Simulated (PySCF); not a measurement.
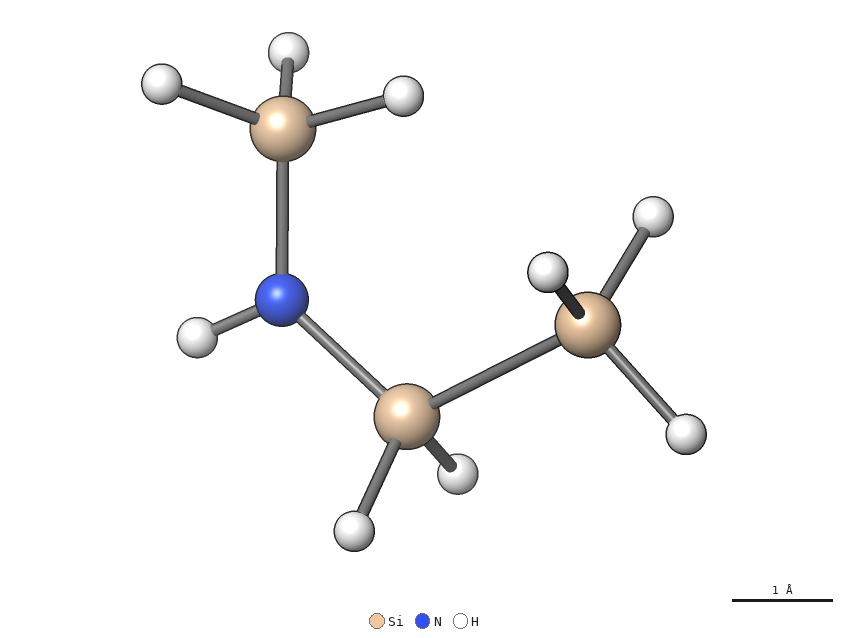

Rendered structure (ball-and-stick style). Every bond is drawn as one stick, whatever its order.

The computed structure is the end point of a PBE0-D3(BJ)/def2-SVP optimisation. No frequency run is at hand to confirm it as a minimum.

Count the atoms of each element.

Answer. H₉NSi₃, 13 atoms: 9 hydrogen, 1 nitrogen and 3 silicon.

Name some functional groups or characteristic bonds that it holds.

Answer. Among them: Si–H bond, Si–N bond.

Count the bonded pairs by element.

Answer. 8 Si–H, 2 N–Si, 1 Si–Si, 1 N–H.

Write the SMILES.

Answer. [SiH3]N[SiH2][SiH3]

The parts below concern this one geometry. Atoms keep their numbers from picture to picture.

Quadrupole coupling

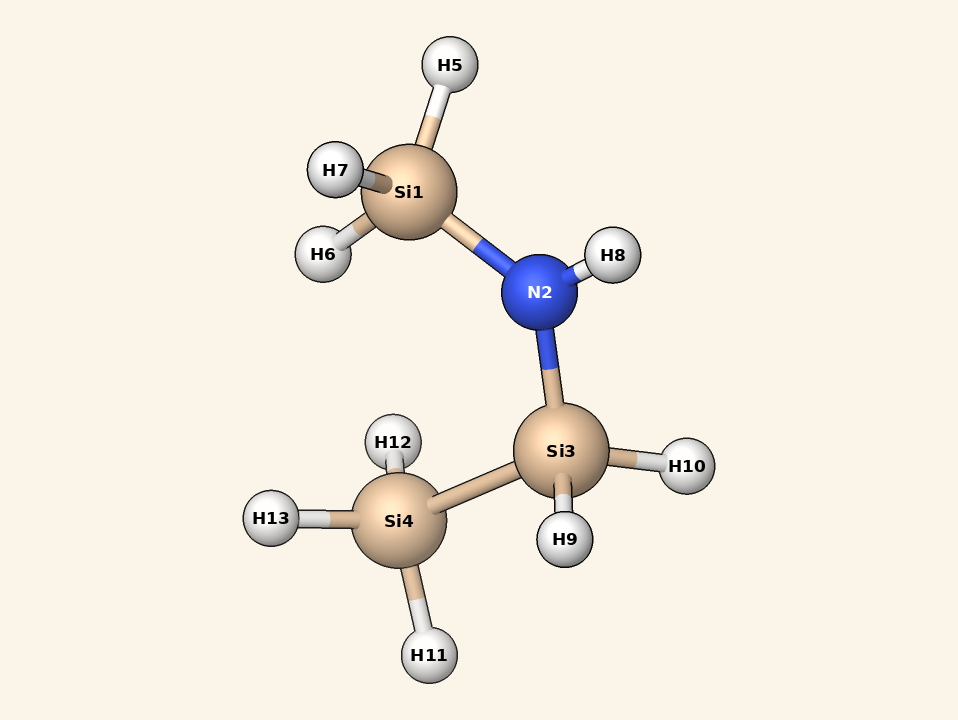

No frequency run is at hand to confirm it as a minimum. Electric field gradients from the ground-state density, PBE0/pcSseg-1 in cyclohexane (IEF-PCM) (PySCF 2.14.0), non-relativistic apart from any core potentials.

Give the largest field-gradient component, the quadrupole coupling constant and the asymmetry for 14N at N2 (Q = 20.44 mb), 2H at H5 (Q = 2.86 mb), 2H at H6 (Q = 2.86 mb).

```
atom  V_zz (a.u.)  e²qQ/h (MHz)     η
  N2       −0.819         −3.93  0.28
  H5        0.137         0.092  0.04
  H6        0.138         0.093  0.08
```

Charges

The questions are on Hirshfeld charges. No frequency run is at hand to confirm it as a minimum. Method: PBE0/pcSseg-1 in cyclohexane (IEF-PCM) (PySCF 2.14.0).

Give the Hirshfeld charges atom by atom.

| atom | value (e) |
| --- | --- |
| Si1 | 0.35 |
| N2 | −0.33 |
| Si3 | 0.28 |
| Si4 | 0.20 |
| H5 | −0.08 |
| H6 | −0.07 |
| H7 | −0.09 |
| H8 | 0.13 |
| H9 | −0.09 |
| H10 | −0.09 |
| H11 | −0.07 |
| H12 | −0.07 |
| H13 | −0.07 |

NMR shielding

The questions are on isotropic NMR shieldings of the Si atoms. No frequency run is at hand to confirm it as a minimum. Level of theory: GIAO PBE0/pcSseg-1 NMR shielding, non-relativistic, IEF-PCM cyclohexane (PySCF 2.14.0).

Give the isotropic NMR shieldings of the Si atoms atom by atom.

| atom | σ (ppm) |
| --- | --- |
| Si1 | 400.7 |
| Si3 | 394.5 |
| Si4 | 458.7 |
